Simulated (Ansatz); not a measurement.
A series of calculations on CH5AsO

**1. Relaxation**

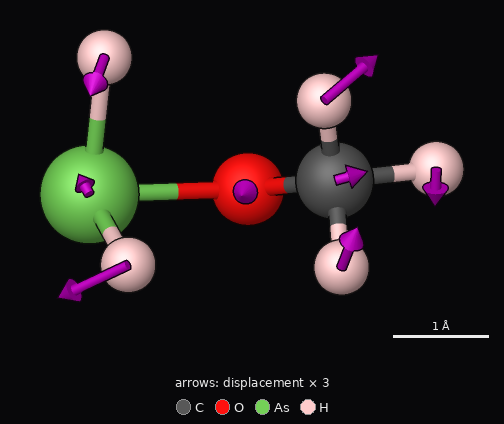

A relaxation of CH$_{5}$AsO. The starting structure is drawn; purple arrows show the displacements, magnified 3 times. The two geometries are superimposed by the best rigid fit.

The picture is a ball-and-stick view, seen at a tilt.

The run prepares an end point of a later path (inversion) calculation, from a guessed geometry.

These are results of Ansatz, RKS PBE0/def2-SVP, not measurements. (no spin polarisation; force threshold 0.015 eV/Å; at most 40 steps)

> What did the optimiser do to the structure, and how much energy did it gain?

After 6 geometry steps the energy has fallen by 0.370 eV. The largest force component goes from 3.1 to 0.009 eV/Å. The atom that moves furthest after the best rigid fit is an H atom (0.32 Å). By element the largest moves are H 0.32 Å, O 0.13 Å, C 0.12 Å, As 0.09 Å. Among the contacts that change: C–H 1.185 → 1.102 Å, As–H 1.619 → 1.541 Å, As–O 1.838 → 1.791 Å, C–H 1.074 → 1.108 Å. Among the angles between lasting bonds that change: C–O–As 106.7° → 119.3°, O–C–H 116.3° → 112.2°, O–As–H 94.1° → 97.6°.

**2. Relaxation**

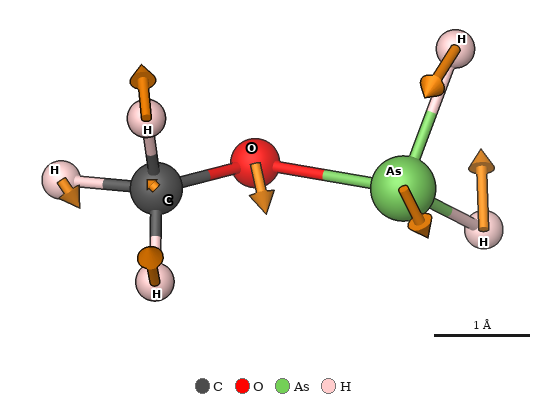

This is a relaxation of CH₅AsO. The starting structure is drawn; orange arrows show the displacements, 3 times their true length. The two geometries are superimposed by the best rigid fit.

A ball-and-stick model, seen at a tilt.

The run prepares an end point of a later path (inversion) calculation, from a guessed geometry.

Computed with Ansatz 0.2.0, RKS PBE0/def2-SVP.

Input file:
```yaml
crystal:
  periodic: [false, false, false]
  atoms:
    - { symbol: C, position_ang: [-0.3971, 0.7605, -0.2039] }
    - { symbol: O, position_ang: [-0.8587, -0.1192, 0.7597] }
    - { symbol: As, position_ang: [0.2202, -1.6048, 0.6795] }
    - { symbol: H, position_ang: [-0.5698, 0.4213, -1.2383] }
    - { symbol: H, position_ang: [0.6283, 1.0662, -0.1159] }
    - { symbol: H, position_ang: [-1.0388, 1.7508, -0.0964] }
    - { symbol: H, position_ang: [0.04053, -1.96242, 2.24784] }
    - { symbol: H, position_ang: [-0.88985, -2.64521, 0.28267] }
basis:
  gaussian: { orbitals: def2-SVP }
hamiltonian:
  xc: pbe0
relax:
  f_tol: 0.015
  max_steps: 40
output:
  orbitals: {}
```

Launched with:
```bash
ansatz run input.yaml --threads 1 --pin off --max-ram 2048MiB --backend cpu --events-out ev --progress --plain --runs-dir out
```

Which element moves most?

Answer. Hydrogen: up to 0.32 Å, against 0.24 Å for arsenic.

What did the optimiser do to the structure, and how much energy did it gain?

Answer. The largest move after the best rigid fit is that of H7, 0.32 Å. By element the largest moves are H 0.32 Å, As 0.24 Å, O 0.19 Å, C 0.05 Å. Among the contacts that change: As3–H7 1.619 → 1.525 Å, C1–H6 1.185 → 1.101 Å, C1–H5 1.074 → 1.108 Å, As3–H8 1.572 → 1.539 Å. Among the angles between lasting bonds that change: C1–O2–As3 106.7° → 116.2°, O2–C1–H5 116.3° → 113.0°, H4–C1–H6 104.9° → 107.7°. Groups turn about O2–As3 by about 25°. After 13 accepted moves (16 points after the start) the energy has fallen by 0.294 eV. The largest force component goes from 2.7 to 0.0079 eV/Å. The line search rejected the trial steps at points 6, 9, 11 of the run. The forces were under the threshold at step 8, but the run went on from there.

**3. Path**

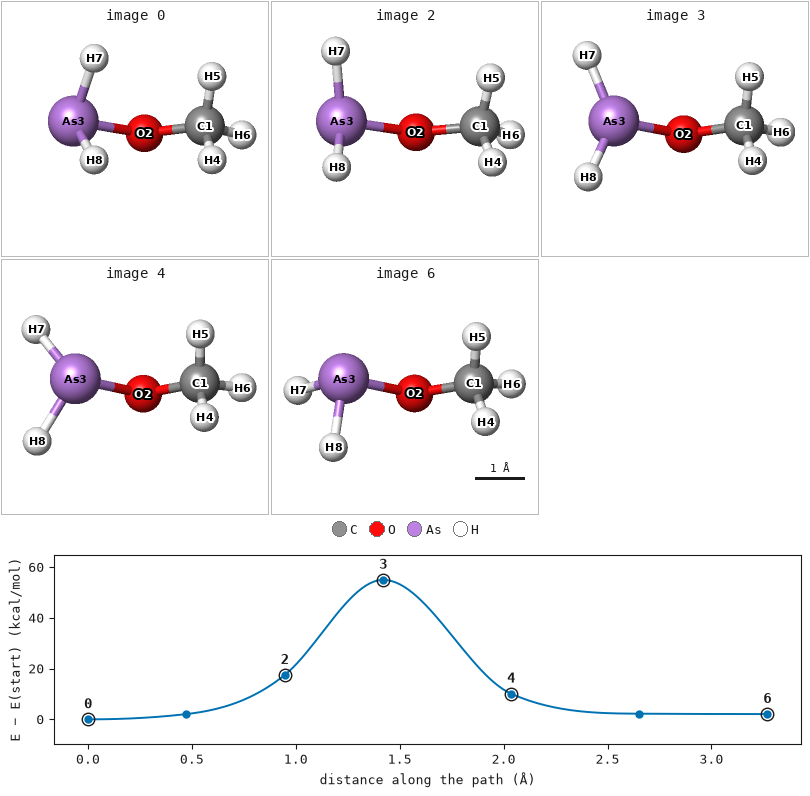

A search for the minimum-energy path of CH₅AsO by the nudged elastic band. Images are numbered from 0 (start) to 6 (end). Style: ball-and-stick. Shown at a tilt.

Level of theory: RKS PBE0/def2-SVP (Ansatz 0.2.0). Run with 5 movable images; climbing image; force threshold 0.05 eV/Å; iteration limit 60; starting path through a guess of the saddle point.

Q: What happens along the path, and what is the barrier?

A: The motion is an umbrella inversion at As3. No bond forms or breaks between the ends. Among the angles between lasting bonds that change up to the highest image: H7–As3–H8 90.2° → 127.5°, O2–As3–H8 97.6° → 116.6°. Forward barrier 55.0 kcal/mol, backward barrier 52.9 kcal/mol, with image 3 at the top; the reaction energy is +2.1 kcal/mol. The band converged in 10 iterations, with a climbing image at the top. At the top, the vibrational analysis gives one imaginary mode (1197i cm⁻¹), as a transition state must have.

Cost: 2.7 min on 1 thread of Arm Neoverse V1 (shared host), peak memory 0.17 GiB.
